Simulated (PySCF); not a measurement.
```xyz
17

C     2.3001    0.3919    0.6586
Si    1.2778    0.5288   -0.9238
F     0.4633    1.9320   -0.8582
C    -0.0166   -0.8491   -1.1075
Si   -1.2880   -1.0092    0.2945
C    -2.2827    0.5690    0.5904
F    -0.4520   -1.3194    1.6515
H     1.6645    0.2535    1.5285
H     2.9826   -0.4510    0.6175
H     2.8925    1.2883    0.8191
H     2.0896    0.6815   -2.1291
H    -0.5516   -0.6958   -2.0437
H     0.5036   -1.8005   -1.2108
H    -2.1194   -2.2017    0.1458
H    -2.8591    0.5002    1.5088
H    -2.9781    0.7572   -0.2214
H    -1.6336    1.4363    0.6698
```

Geometry: GFN2-xTB.

Method: PBE0/pcSseg-1, SCF density, gas phase, non-relativistic in PySCF.

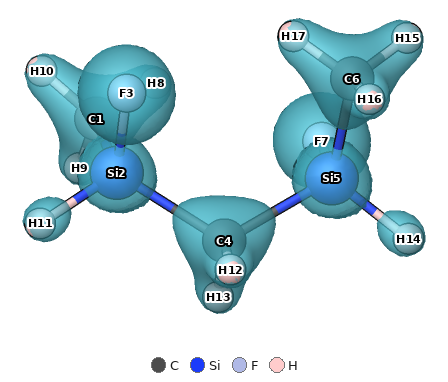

C₃H₁₀F₂Si₂. Isosurface of the total electron density at 1 e/Å³ (cyan), seen at a tilt.

How is the density connected at this value?

Answer. At this value the surface falls into nine separate pieces. It bridges the sampled C–H (1.09 Å) contacts, where the density stays above the isovalue. It is pinched off along the sampled Si–F (1.62 Å), C–Si (1.89 Å) and Si–H (1.46 Å) contacts. On the grid the lowest density along these lines, outside the cores, is 0.86 e/Å³ (Si–F, 1.62 Å), 0.81 e/Å³ (C–Si, 1.89 Å), 1.8 e/Å³ (C–H, 1.09 Å) and 0.84 e/Å³ (Si–H, 1.46 Å).
